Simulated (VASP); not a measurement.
**Molecular dynamics of H₁₄SO₆ (part 4 of 5)**

Continued. System: H₁₄SO₆ (disordered cell, 21 atoms in the cell). Method: Kohn-Sham DFT of a periodic cell, PBE, VASP PAW PBE potentials, recommended, no spin polarisation (VASP 6.6.1); cutoff 520 eV, 1×1×1 k-mesh, fermi-dirac of 0.02 eV. It belongs to a series of runs on one base structure; here: dynamics from the start.

Geometry of the input (Å; fractional positions):
```
6.0000  0.0000  0.0000
0.0000  6.0000  0.0000
0.0000  0.0000  6.0000
O  0.1582  0.5703  0.4747
O  0.3020  -0.0612  0.2933
O  0.6420  0.1264  0.7461
O  0.2591  0.3542  0.8589
O  0.5380  0.3450  0.3730
O  0.9653  0.1924  0.1360
H  0.2103  0.7234  0.4274
H  0.0488  0.5231  0.3640
H  0.1628  0.0092  0.2361
H  0.3981  0.0666  0.3283
H  0.6936  -0.0260  0.7165
H  0.6466  0.2068  0.6018
H  0.2083  0.4284  0.7202
H  0.3687  0.2397  0.8151
H  0.6266  0.4288  0.2632
H  0.4014  0.4364  0.3990
H  1.0697  0.2590  0.0207
H  0.8287  0.1579  0.0474
H  0.6084  0.5194  0.9067
H  0.5684  0.8004  1.0623
S  0.7453  0.6747  0.9989
```

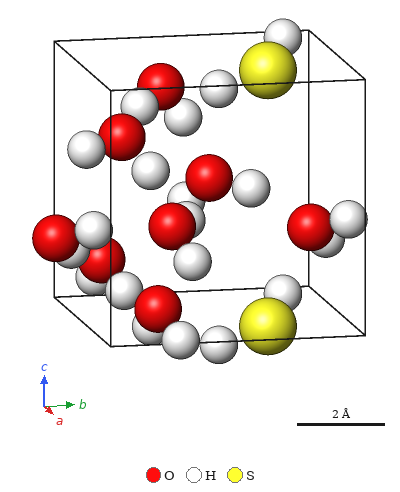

*The geometry at step 10 of the log (spheres-only view of the cell of the calculation, seen slightly off an axis).*

## Parts of OUTCAR, continued
```
  FORCE on cell =-STRESS in cart. coord.  units (eV):
  Direction    XX          YY          ZZ          XY          YZ          ZX
  --------------------------------------------------------------------------------------
  -------------------------------------------------------------------------------------
  Total       -3.1148545      1.4433511      2.1188339     -0.0131785     -1.0475270      2.4190039
  in kB      -23.1043945     10.7060391     15.7164244     -0.0977510     -7.7700188     17.9429312
  external PRESSURE =       1.1060230 kB  Pullay stress =       0.0000000 kB

 VOLUME and BASIS-vectors are now :
 -----------------------------------------------------------------------------
  energy-cutoff  :      520.00
  volume of cell :      216.00
      direct lattice vectors                 reciprocal lattice vectors
     6.000000000  0.000000000  0.000000000     0.166666667  0.000000000  0.000000000
     0.000000000  6.000000000  0.000000000     0.000000000  0.166666667  0.000000000
     0.000000000  0.000000000  6.000000000     0.000000000  0.000000000  0.166666667

 POSITION                                       TOTAL-FORCE (eV/Angst)
 -----------------------------------------------------------------------------------
      0.88135      3.49299      2.81764         0.940442     -0.817484      1.506361
      1.73122      5.68368      1.79659         2.007125      0.195628      0.655341
      3.70006      0.79786      4.45389        -0.106631      0.978497      0.470122
      1.56828      2.37791      5.07833        -0.220889      0.209929      0.279537
      3.31656      1.97832      2.10084        -0.177238      1.910489     -0.764810
      5.87970      1.21026      0.65918        -0.943645      0.062462     -1.361172
      1.16748      4.39160      2.55585         0.018750      0.902073     -0.663060
      0.23848      3.09126      2.25147        -0.868233     -0.272978     -1.123647
      0.98018      0.13958      1.37908        -0.793672      0.668578     -0.574562
      2.42754      0.40631      1.97403        -1.100921     -0.774148     -0.373461
      3.86027      5.87908      4.68148         0.089594     -0.915450     -0.188537
      3.73745      0.98463      3.49253         0.206086      0.022161     -0.152543
      1.20888      2.81821      4.26119         0.125184      0.010949     -0.077759
      2.34656      1.84001      4.80704        -0.118298     -0.460303      0.023694
      4.03202      2.45217      1.51397        -1.375627     -0.852009      1.007481
      2.53478      2.66065      2.18750         1.235018     -1.296899     -0.044232
      0.50402      1.65247      5.92568        -0.520263     -0.436098      0.747638
      5.03023      0.95138      0.15880         1.607128      0.457335      0.677528
      3.85413      3.06613      5.36192        -0.388306     -0.300951     -0.255839
      3.25864      4.56195      0.56813         0.580959     -0.370773     -0.410377
      4.44938      4.03160      0.05325        -0.195247      1.080789      0.622582
 -----------------------------------------------------------------------------------
    total drift:                                0.001315      0.001797      0.000285

  FREE ENERGIE OF THE ION-ELECTRON SYSTEM (eV)
  ---------------------------------------------------
  free  energy   TOTEN  =       -98.7566991404 eV

  energy  without entropy=      -98.7566991404  energy(sigma->0) =      -98.75669914

  ENERGY OF THE ELECTRON-ION-THERMOSTAT SYSTEM (eV)
  ---------------------------------------------------
% ion-electron   TOTEN  =       -98.756699  see above
  kinetic energy EKIN   =         0.997618
  kin. lattice  EKIN_LAT=         0.000000  (temperature  367.52 K)
  nose potential ES     =         0.000000
  nose kinetic   EPS    =         0.000000
  ---------------------------------------------------
  total energy   ETOTAL =       -97.759081 eV

--------------------------------------- Ionic step       40  -------------------------------------------

 number of electron      56.0000000 magnetization

 Free energy of the ion-electron system (eV)
  ---------------------------------------------------
  ext. energy  EPLUGINS =         0.00000000
  ---------------------------------------------------
  free energy    TOTEN  =       -98.72764793 eV

  energy without entropy =      -98.72764793  energy(sigma->0) =      -98.72764793

 E-fermi :  -2.2270     XC(G=0):  -7.0001     alpha+bet : -4.8173

 val. band max:       -2.7777017570   @ k =   0.0000   0.0000   0.0000
 cond. band min:       1.7455811702   @ k =   0.0000   0.0000   0.0000
 fundamental gap:      4.5232829272
 Fermi energy:        -2.2270445444

 k-point     1 :       0.0000    0.0000    0.0000
  band No.  band energies     occupation
      1     -22.1181      2.00000
      2     -21.8620      2.00000
      3     -21.1944      2.00000
      4     -21.0755      2.00000
      5     -20.9161      2.00000
      6     -20.4953      2.00000
      7     -15.0360      2.00000
      8     -10.3691      2.00000
      9     -10.1121      2.00000
     10      -9.4699      2.00000
     11      -9.2590      2.00000
     12      -9.1292      2.00000
     13      -8.7105      2.00000
     14      -7.5050      2.00000
     15      -6.8404      2.00000
     16      -6.6783      2.00000
     17      -5.8600      2.00000
     18      -5.5038      2.00000
     19      -5.4503      2.00000
     20      -5.3418      2.00000
     21      -4.2625      2.00000
     22      -4.0403      2.00000
     23      -3.9504      2.00000
     24      -3.7168      2.00000
     25      -3.6201      2.00000
     26      -3.4894      2.00000
     27      -3.2348      2.00000
     28      -2.7777      2.00000
     29       1.7456      0.00000
     30       3.1824      0.00000
     31       4.3626      0.00000
     32       4.8692      0.00000
     33       5.4009      0.00000
     34       5.9995      0.00000
     35       6.1276      0.00000
     36       6.3258      0.00000
     37       6.7345      0.00000
     38       7.3178      0.00000
     39       7.7767      0.00000
     40       7.9880      0.00000
 [bands above 40 left out]

------------------------ aborting loop because EDIFF is reached ----------------------------------------

  FORCE on cell =-STRESS in cart. coord.  units (eV):
  Direction    XX          YY          ZZ          XY          YZ          ZX
  --------------------------------------------------------------------------------------
  -------------------------------------------------------------------------------------
  Total       -4.0718524      1.8881679      2.6675855      0.1875161     -1.5804211      2.2430749
  in kB      -30.2029147     14.0054617     19.7867821      1.3908983    -11.7227538     16.6379802
  external PRESSURE =       1.1964430 kB  Pullay stress =       0.0000000 kB

 VOLUME and BASIS-vectors are now :
 -----------------------------------------------------------------------------
  energy-cutoff  :      520.00
  volume of cell :      216.00
      direct lattice vectors                 reciprocal lattice vectors
     6.000000000  0.000000000  0.000000000     0.166666667  0.000000000  0.000000000
     0.000000000  6.000000000  0.000000000     0.000000000  0.166666667  0.000000000
     0.000000000  0.000000000  6.000000000     0.000000000  0.000000000  0.166666667

 POSITION                                       TOTAL-FORCE (eV/Angst)
 -----------------------------------------------------------------------------------
      0.88182      3.49313      2.81861         0.317634     -1.116834      0.938501
      1.72820      5.68628      1.79921         1.368450     -0.120179      0.445217
      3.69902      0.79808      4.45488        -0.140590      1.141356      0.828177
      1.57047      2.38536      5.07582        -0.161640      0.103439      0.461484
      3.31501      1.97564      2.09606         0.195741      2.177357     -1.013253
      5.88225      1.21401      0.65236        -1.220999     -0.172647     -1.058763
      1.16034      4.39418      2.55699         0.075233      0.898418     -0.618545
      0.23391      3.09726      2.22960        -0.314326      0.023476     -0.601874
      0.96207      0.12518      1.37153        -0.399841      0.635748     -0.405897
      2.41396      0.39663      1.98670        -0.850778     -0.362567     -0.368741
      3.82766      5.88454      4.68909         0.124990     -1.331301      0.052208
      3.74549      0.93724      3.49988         0.186599      0.271119     -0.720040
      1.20034      2.81301      4.26203         0.167401      0.046495     -0.224256
      2.34537      1.83381      4.81610        -0.192279     -0.356016     -0.046929
      4.05050      2.46132      1.50491        -1.811203     -1.066405      1.290365
      2.53833      2.66588      2.19488         1.298602     -1.356227     -0.102815
      0.48124      1.66189      5.92608        -0.246066     -0.340799      0.510325
      5.03336      0.92910      0.16549         1.611064      0.537931      0.652692
      3.84991      3.07411      5.35797        -0.368172     -0.335001     -0.293610
      3.24046      4.56138      0.55562         0.790086     -0.417385     -0.421839
      4.45078      4.03150      0.05376        -0.428423      1.141833      0.695524
 -----------------------------------------------------------------------------------
    total drift:                                0.001484      0.001811     -0.002069

  FREE ENERGIE OF THE ION-ELECTRON SYSTEM (eV)
  ---------------------------------------------------
  free  energy   TOTEN  =       -98.7276479288 eV

  energy  without entropy=      -98.7276479287  energy(sigma->0) =      -98.72764793

  ENERGY OF THE ELECTRON-ION-THERMOSTAT SYSTEM (eV)
  ---------------------------------------------------
% ion-electron   TOTEN  =       -98.727648  see above
  kinetic energy EKIN   =         0.967545
  kin. lattice  EKIN_LAT=         0.000000  (temperature  356.44 K)
  nose potential ES     =         0.000000
  nose kinetic   EPS    =         0.000000
  ---------------------------------------------------
  total energy   ETOTAL =       -97.760103 eV
```

## CONTCAR
```
H14SO6
   1.00000000000000
     6.0000000000000000    0.0000000000000000    0.0000000000000000
     0.0000000000000000    6.0000000000000000    0.0000000000000000
     0.0000000000000000    0.0000000000000000    6.0000000000000000
  O               H               S
     6    14     1
Direct
     0.1469691882269769    0.5821876181183552    0.4697685541207848
     0.2880329809725725    0.9477141646421500    0.2998687823210993
     0.6165041140318666    0.1330131146532989    0.7424801793650128
     0.2617452738055404    0.3975603830010880    0.8459697415958217
     0.5525009107748738    0.3292734525367320    0.3493437142124560
     0.9803752494882383    0.2023350103928458    0.1087261428042845
     0.1933894795324445    0.7323634048509760    0.4261651961061160
     0.0389846617860020    0.5162095650925027    0.3716005037563179
     0.1603454009905444    0.0208627926855260    0.2285884256706518
     0.4023260709308472    0.0661045290769582    0.3311164689646539
     0.6379427000659031    0.9807561265326776    0.7815150113438845
     0.6242487070807652    0.1562061363274622    0.5833130067831390
     0.2000569274533986    0.4688349180030408    0.7103388234411144
     0.3908951712543642    0.3056354353190086    0.8026836818491263
     0.6750837107260986    0.4102202494429539    0.2508186470473715
     0.4230551259640871    0.4443125427118442    0.3658126114522475
     0.0802061534679623    0.2769820398379453   -0.0123205769578754
     0.8388927063480034    0.1548501267503170    0.0275817215275865
     0.6416515726424172    0.5123519579150743    0.8929943043038081
     0.5400773345480354    0.7602302550590748    0.0926027511041444
     0.7417958943120273    0.6719166554811341    1.0089604982695690

  0.32929937E-04  0.22013709E-03  0.25897927E-02
 -0.34253260E-02  0.19919815E-02  0.45267831E-02
 -0.17142392E-02  0.16743379E-03  0.11032776E-02
  0.31444207E-02  0.10066038E-01 -0.40652257E-02
 -0.33096294E-02 -0.27334158E-02 -0.56065581E-02
  0.24771283E-02  0.41488816E-02 -0.84387940E-02
 -0.69178481E-02  0.11145103E-01 -0.20331976E-02
 -0.66100217E-02  0.70459546E-02 -0.37413323E-01
 -0.25143357E-01 -0.15356358E-01 -0.68614272E-02
 -0.28389472E-01 -0.18765236E-01  0.17579093E-01
 -0.45519176E-01 -0.72005037E-03  0.83243541E-02
  0.91874423E-02 -0.55996111E-01  0.52222640E-02
 -0.13760292E-01 -0.80213715E-02 -0.64311477E-02
  0.60557123E-03 -0.88661601E-02  0.12125789E-01
  0.11213125E-01  0.56128886E-02 -0.20758495E-02
  0.92211068E-02 -0.88611242E-03  0.62136082E-02
 -0.31235750E-01  0.16536858E-01  0.48870810E-02
  0.17191872E-01 -0.22915340E-01  0.13508775E-01
 -0.14887745E-01  0.48436380E-02 -0.11390151E-01
 -0.18066200E-01 -0.59184974E-02 -0.19945167E-01
  0.16773226E-02  0.26696359E-03  0.38023736E-03

           1
  0.750000000000000
  0.10000000E+01  0.00000000E+00  0.00000000E+00  0.00000000E+00
  0.14697330E+00  0.58221514E+00  0.47009228E+00
  0.28760482E+00  0.94796316E+00  0.30043463E+00
  0.61628983E+00  0.13303404E+00  0.74261809E+00
  0.26213833E+00  0.39881864E+00  0.84546159E+00
  0.55208721E+00  0.32893178E+00  0.34864289E+00
  0.98068489E+00  0.20285362E+00  0.10767129E+00
  0.19252475E+00  0.73375654E+00  0.42591105E+00
  0.38158409E-01  0.51709031E+00  0.36692384E+00
  0.15720248E+00  0.18943248E-01  0.22773075E+00
  0.39877739E+00  0.63758875E-01  0.33331386E+00
  0.63225280E+00  0.98066612E+00  0.78255556E+00
  0.62539714E+00  0.14920662E+00  0.58396579E+00
  0.19833689E+00  0.46783225E+00  0.70953493E+00
  0.39097087E+00  0.30452717E+00  0.80419941E+00
  0.67648535E+00  0.41092186E+00  0.25055917E+00
  0.42420776E+00  0.44420178E+00  0.36658931E+00
  0.76301685E-01  0.27904915E+00  0.98829031E+00
  0.84104169E+00  0.15198571E+00  0.29270318E-01
  0.63979060E+00  0.51295741E+00  0.89157054E+00
  0.53781906E+00  0.75949044E+00  0.90109605E-01
  0.74200556E+00  0.67195003E+00  0.90080279E-02
  0.00000000E+00  0.00000000E+00  0.00000000E+00
  0.00000000E+00  0.00000000E+00  0.00000000E+00
  0.00000000E+00  0.00000000E+00  0.00000000E+00
  0.00000000E+00  0.00000000E+00  0.00000000E+00
  0.00000000E+00  0.00000000E+00  0.00000000E+00
  0.00000000E+00  0.00000000E+00  0.00000000E+00
  0.00000000E+00  0.00000000E+00  0.00000000E+00
  0.00000000E+00  0.00000000E+00  0.00000000E+00
  0.00000000E+00  0.00000000E+00  0.00000000E+00
  0.00000000E+00  0.00000000E+00  0.00000000E+00
  0.00000000E+00  0.00000000E+00  0.00000000E+00
  0.00000000E+00  0.00000000E+00  0.00000000E+00
  0.00000000E+00  0.00000000E+00  0.00000000E+00
  0.00000000E+00  0.00000000E+00  0.00000000E+00
  0.00000000E+00  0.00000000E+00  0.00000000E+00
  0.00000000E+00  0.00000000E+00  0.00000000E+00
  0.00000000E+00  0.00000000E+00  0.00000000E+00
  0.00000000E+00  0.00000000E+00  0.00000000E+00
  0.00000000E+00  0.00000000E+00  0.00000000E+00
  0.00000000E+00  0.00000000E+00  0.00000000E+00
  0.00000000E+00  0.00000000E+00  0.00000000E+00
  0.00000000E+00  0.00000000E+00  0.00000000E+00
  0.00000000E+00  0.00000000E+00  0.00000000E+00
  0.00000000E+00  0.00000000E+00  0.00000000E+00
  0.00000000E+00  0.00000000E+00  0.00000000E+00
  0.00000000E+00  0.00000000E+00  0.00000000E+00
  0.00000000E+00  0.00000000E+00  0.00000000E+00
  0.00000000E+00  0.00000000E+00  0.00000000E+00
  0.00000000E+00  0.00000000E+00  0.00000000E+00
  0.00000000E+00  0.00000000E+00  0.00000000E+00
  0.00000000E+00  0.00000000E+00  0.00000000E+00
  0.00000000E+00  0.00000000E+00  0.00000000E+00
  0.00000000E+00  0.00000000E+00  0.00000000E+00
  0.00000000E+00  0.00000000E+00  0.00000000E+00
  0.00000000E+00  0.00000000E+00  0.00000000E+00
  0.00000000E+00  0.00000000E+00  0.00000000E+00
  0.00000000E+00  0.00000000E+00  0.00000000E+00
  0.00000000E+00  0.00000000E+00  0.00000000E+00
  0.00000000E+00  0.00000000E+00  0.00000000E+00
  0.00000000E+00  0.00000000E+00  0.00000000E+00
  0.00000000E+00  0.00000000E+00  0.00000000E+00
  0.00000000E+00  0.00000000E+00  0.00000000E+00
```

## Trajectory as extended XYZ (Å, eV, eV/Å), 5 of the 40 frames kept, from step=0 to step=39
```
21
Lattice="6.0000 0.0000 0.0000 0.0000 6.0000 0.0000 0.0000 0.0000 6.0000" Properties=species:S:1:pos:R:3:forces:R:3 step=0 energy=-99.26119 temperature=415.0
O     0.9491    3.4216    2.8482    0.0343   0.1364  -0.0954
O     1.8121    5.6327    1.7599   -0.0664  -0.1102  -0.1010
O     3.8522    0.7581    4.4769    0.1655  -0.2416  -0.0674
O     1.5544    2.1251    5.1532    0.0143   0.0884  -0.0603
O     3.2277    2.0699    2.2381   -0.0043   0.0011  -0.0840
O     5.7917    1.1543    0.8158   -0.6497  -0.0735  -0.4275
H     1.2617    4.3406    2.5643   -0.0085  -0.0975   0.0265
H     0.2926    3.1383    2.1840   -0.0351  -0.1080   0.0031
H     0.9771    0.0553    1.4169   -0.0531   0.1025  -0.1150
H     2.3887    0.3996    1.9701    0.0981   0.1304   0.0768
H     4.1614    5.8442    4.2992   -0.1278   0.1734   0.1865
H     3.8795    1.2410    3.6107   -0.0408   0.0923  -0.0258
H     1.2500    2.5705    4.3214    0.0156   0.0164   0.0888
H     2.2121    1.4384    4.8907    0.0411  -0.0352   0.0054
H     3.7599    2.5728    1.5789    0.0216  -0.0994   0.0911
H     2.4084    2.6187    2.3943   -0.0449  -0.0541   0.0489
H     0.4180    1.5538    0.1240   -0.0548  -0.0912   0.0764
H     4.9720    0.9472    0.2847    0.7646   0.1523   0.3522
H     3.6506    3.1167    5.4399    0.0101   0.0970   0.0521
H     3.4103    4.8021    0.3736   -0.0583  -0.0209   0.0514
S     4.4718    4.0483    5.9932   -0.0244  -0.0539  -0.0766
21
Lattice="6.0000 0.0000 0.0000 0.0000 6.0000 0.0000 0.0000 0.0000 6.0000" Properties=species:S:1:pos:R:3:forces:R:3 step=10 energy=-98.74646 temperature=262.9
O     0.9279    3.4440    2.8260    0.9165  -0.1728   1.2086
O     1.8042    5.6452    1.7429    1.6140   0.6133   0.6346
O     3.7823    0.7560    4.4463    0.7938  -0.2618  -0.8470
O     1.5458    2.1693    5.1368   -1.0259   1.6504   0.2832
O     3.2745    2.0547    2.2020   -0.9309   0.3892  -0.3799
O     5.8194    1.1580    0.7976    1.0436   0.1822   1.1335
H     1.1752    4.3779    2.5911   -0.0834   0.1440  -0.5728
H     0.3369    3.0341    2.2009   -0.8622  -0.1362  -0.8444
H     1.0955    0.1552    1.3215   -1.0992   0.0204  -0.3650
H     2.4279    0.3941    2.0190   -0.3982  -0.8792  -0.1551
H     4.1940    5.8322    4.2768   -0.7822   1.9653   0.0833
H     3.8573    1.4168    3.6449    0.0826  -1.7444   0.8948
H     1.3149    2.7460    4.3512   -0.1574  -0.3344   0.2501
H     2.1749    1.5346    4.8223    1.2833  -1.4365  -0.5167
H     3.8163    2.4139    1.4639    0.1234   0.0595   0.2405
H     2.4068    2.5789    2.1570    0.7187  -0.2524   0.4994
H     0.5087    1.5359    0.1836    0.1025   0.3553  -0.4143
H     5.0492    1.1648    0.2436   -1.3074  -0.3885  -0.9554
H     3.6910    3.0617    5.4644    0.0624   0.1522  -0.0083
H     3.3392    4.6483    0.5265    0.2664  -0.0116  -0.1465
S     4.4590    4.0479    0.0046   -0.3576   0.0918  -0.0213
```
